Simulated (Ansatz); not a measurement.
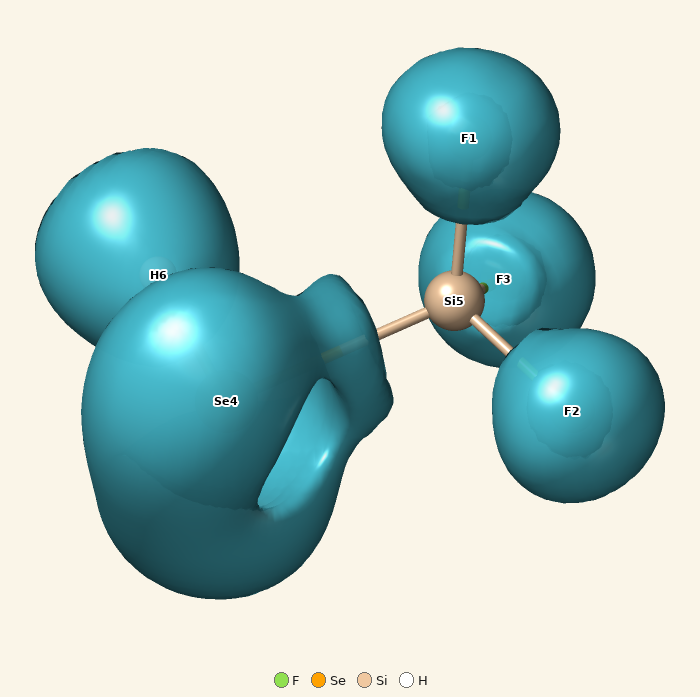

Figure 1: F3HSeSi (SMILES F[Si](F)(F)[SeH]). Isosurface of the ELF at 0.75 (cyan), seen at a tilt. Core shells and regions of very low density are left out.

Geometry: PBE0-D4/def2-SVP.

The calculation used Ansatz, isolated molecule in a Gaussian basis; Kohn-Sham density functional theory, functional PBE0.

The calculation's input:

```
crystal:
  periodic: [false, false, false]
  atoms:
    - {symbol: F, position_ang: [0.169771, -0.362615, 1.702713]}
    - {symbol: F, position_ang: [-0.145681, -1.964746, -0.311822]}
    - {symbol: F, position_ang: [1.710892, -0.153596, -0.320194]}
    - {symbol: Se, position_ang: [-1.283641, 0.877049, -0.886701]}
    - {symbol: Si, position_ang: [0.199007, -0.460660, 0.105562]}
    - {symbol: H, position_ang: [-0.650348, 2.064558, -0.289548]}
basis:
  gaussian:
    orbitals: def2-TZVPD
magnetization:
  spin_polarized: false
hamiltonian:
  xc: pbe0
output:
  forces: true
  orbitals: {seedname: orbitals}
```

Launched as:

```sh
ansatz run input.yaml --threads 2 --pin off --max-ram 5220MiB --events-out events.jsonl --progress --plain --runs-dir runs
```

### Identify the bonds, lone pairs and shells in this picture.

The ELF exceeds this value in one region around a hydrogen nucleus, one region on Se in which the atom's valence shell and bonds are merged and three regions wrapped around F (its lone pairs, merged into a ring or cap). Profiles from the grid: Si–F (1.60 Å): the ELF peaks at about 0.85 in the valence shell of F, 0.6 Å from its nucleus, and is about 0.45 at the midpoint. Si–Se (2.23 Å): the ELF peaks at about 0.90 between the atoms: a shared electron pair.
